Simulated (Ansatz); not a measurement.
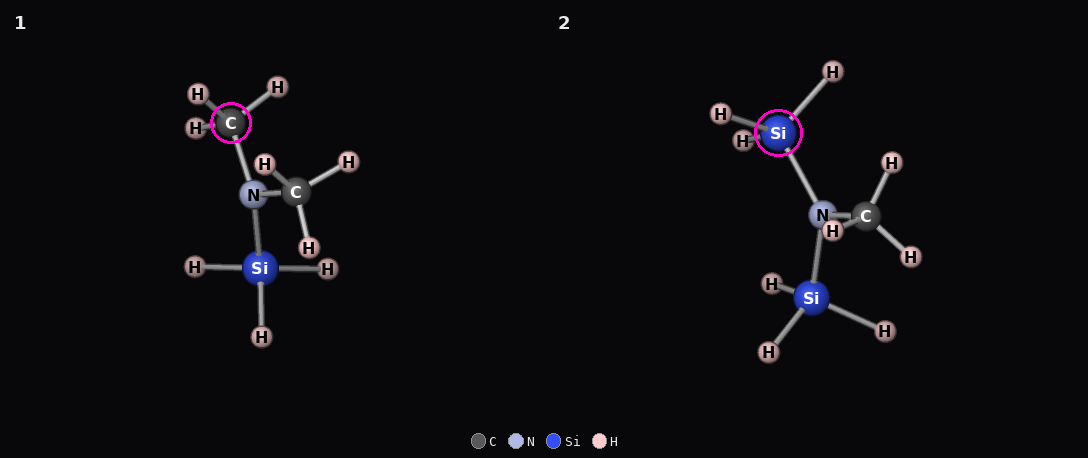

2 molecules with one skeleton, seen from the same side and at one scale; the atom that differs is circled. Charge 0, singlet. Computed geometries: PBE0-D4/def2-TZVP optimisations, one conformation each. Properties computed with Ansatz 0.2.0.

One atom differs, called X below: C in panel 1, Si in panel 2. Their formulas are C2H9NSi (`CN(C)[SiH3]`), CH9NSi2 (`CN([SiH3])[SiH3]`).

### In which is the mean length of X–H larger (PBE0-D4/def2-TZVP)?

In panel 2 (X = Si).

### In which is the HOMO–LUMO gap larger (PBE0-D4/def2-TZVPP)?

In panel 2 (X = Si).

Give the values. With PBE0-D4/def2-TZVP: mean length of X–H (Å), length of X–N (Å), mean angle N–X–H (°), dipole moment (D), harmonic zero-point energy (kJ/mol). With PBE0-D4/def2-TZVPP: HOMO energy (Kohn–Sham orbital) (eV), HOMO–LUMO gap (eV).

```csv
quantity,1 (C),2 (Si),2 − 1
mean length of X–H (Å),1.097,1.488,+0.391
length of X–N (Å),1.442,1.725,+0.283
mean angle N–X–H (°),111.2,110.1,−1.1
dipole moment (D),1.02,0.89,−0.13
harmonic zero-point energy (kJ/mol),281.3,247.8,−33.5
HOMO energy (Kohn–Sham orbital) (eV),−6.39,−7.08,−0.69
HOMO–LUMO gap (eV),6.96,7.18,+0.22
```
